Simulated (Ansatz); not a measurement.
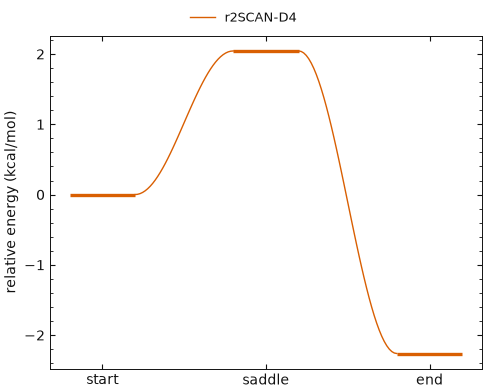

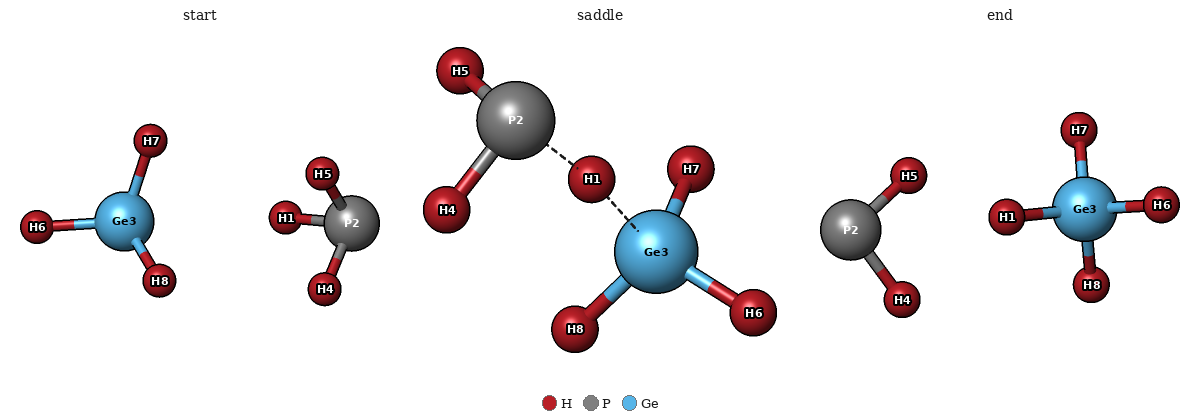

One elementary step of GePH₆, doublet: start, first-order saddle point (changing pairs dashed) and end. Electronic energies at PBE0-D4/def2-TZVP geometries, energies in def2-TZVPP, the Ansatz code 0.2.0; cores frozen in correlated methods, no zero-point terms. Start and end are the structures at the ends of the path (complexes, where there are several molecules). On heavy atoms the filled d shell below the valence is correlated. Lines between the levels only guide the eye.

In the step H1–Ge3 (3.31 → 1.87 → 1.53 Å) forms; H1–P2 (1.42 → 1.62 → 3.40 Å) breaks (lengths at start, saddle and end; changes of bond order aren't listed).

> What are the heights of saddle and end over the start, in kcal/mol?

| level | barrier | reverse barrier | step energy |
| --- | --- | --- | --- |
| r2SCAN-D4 | 2.0 | 4.3 | −2.3 |

Limits of at least one run: no scalar relativity up to krypton.
